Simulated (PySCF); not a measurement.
## Electronic structure of C$_{5}$H$_{7}$S$_{2}$Si (SMILES [CH2]c1ccc(S[SiH3])s1) (doublet) in real space

Input file:

```
{"job": {"kind": "epr", "basis": "pcH-1"}, "charge": 0, "multiplicity": 2}
C     -2.825473    -1.021494    -0.080294
C     -1.738628    -0.235734     0.093549
C     -1.666145     1.097214     0.564644
C     -0.386343     1.604918     0.625747
C      0.590386     0.714576     0.212468
S      2.288002     1.063375     0.181552
Si     3.138641    -0.762289    -0.611080
S     -0.099119    -0.809482    -0.270364
H     -2.744302    -2.027154    -0.447781
H     -3.806305    -0.647927     0.150866
H     -2.550530     1.639916     0.842768
H     -0.135089     2.596473     0.957708
H      4.547671    -0.408381    -0.616601
H      2.804395    -1.834877     0.314728
H      2.578427    -0.961144    -1.939821
```

Launched as:

```sh
OMP_NUM_THREADS=1 python probes_run.py task.json out
```

Geometry: GFN2-xTB.

Theory: PySCF, UKS B3LYP, pcH-1 on C H S Si, non-relativistic, mean-field spin-orbit, GIAO.

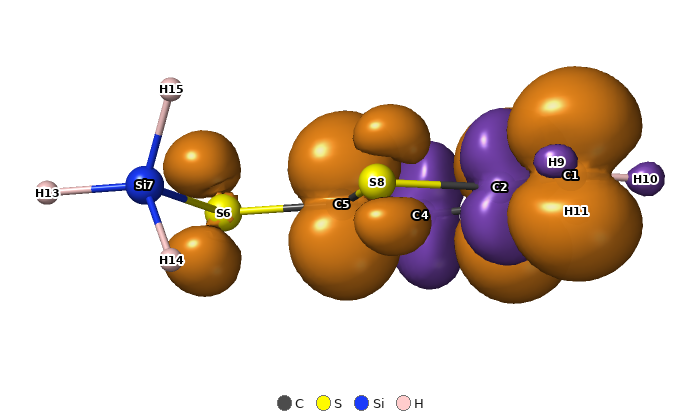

Figure 1. Isosurfaces of the spin density (α minus β) at +0.015 (orange) and −0.015 e/Å³ (purple), seen from one side.

Question: Which atoms carry the spin?

Answer: The unpaired spin (1 electron) lies mostly on C1 (about 0.4), C3 (about 0.2), C5 (about 0.2) and S6 (about 0.1), in electrons by Hirshfeld's partition.

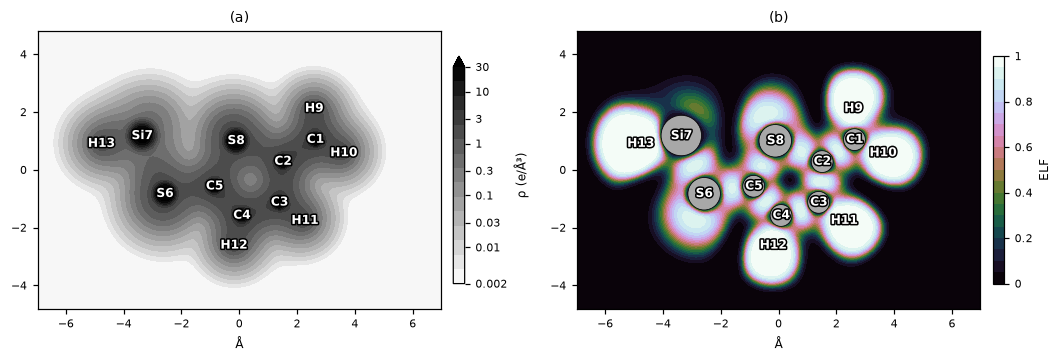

Figure 2. (a) total electron density; (b) electron localisation function on the plane of atoms C4, C5 and S8. Grey discs cover the atomic cores in the ELF map.

Question: Read the bonding off the picture.

Answer:
- The section cuts through C, S, Si and H sites.
- C–C (1.35 Å): the density is about 2.2 e/Å³ at the midpoint; the ELF peaks at about 0.95 between the atoms: a covalent bond.
- C–S (1.73 Å): ρ is about 1.4 e/Å³ halfway; the ELF peaks at about 0.90 between the atoms: a covalent bond.
- Si–S (2.16 Å): ρ is about 0.81 e/Å³ halfway; the ELF peaks at about 0.95 between the atoms: a shared electron pair.
- C–H (1.07 Å): the density is about 2.1 e/Å³ at the midpoint; the ELF climbs to about 1 towards the hydrogen, as it does in any bond to H; a covalent bond by its length.
- C–C (1.42 Å): ρ is about 2 e/Å³ halfway; the ELF peaks at about 0.95 between the atoms: localised, covalent bonding.
- The ELF also peaks beside S6 and S8, away from the bonds: non-bonding electrons, paired or unpaired.

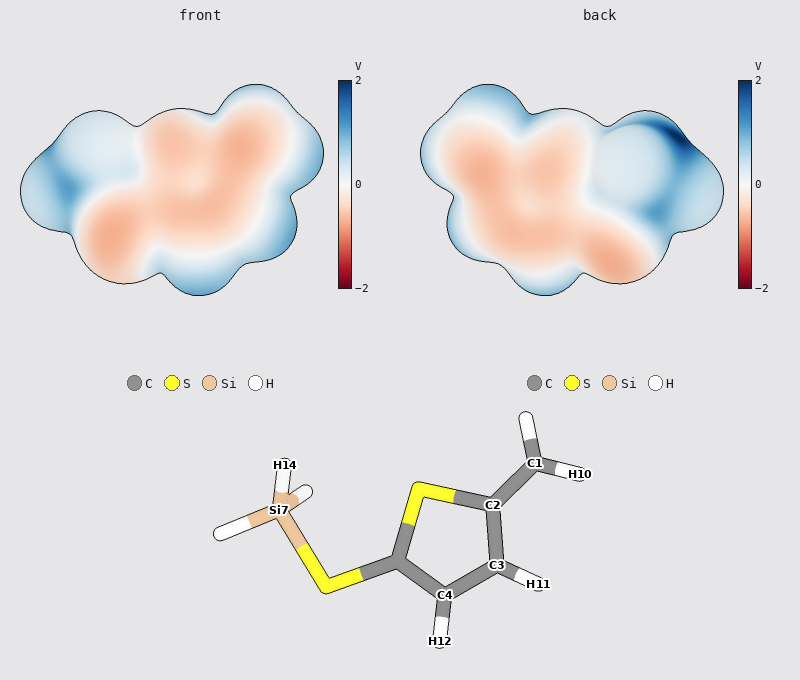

Figure 3. The electrostatic potential painted on the density surface at 0.002 e/bohr³, seen from the front and from behind; the colour scale runs from red (negative) to blue (positive). The bare structure is drawn below in the same view.

Question: Which sites attract a positive test charge, and which a negative one?

Answer: A positive charge is drawn to the negative regions and a negative charge to the positive ones. The most negative region (about −0.7 V, or −16 kcal/mol for a unit charge) lies over C1, C2 and S6, the most positive (about +1.9 V, or +44 kcal/mol for a unit charge) over Si7.
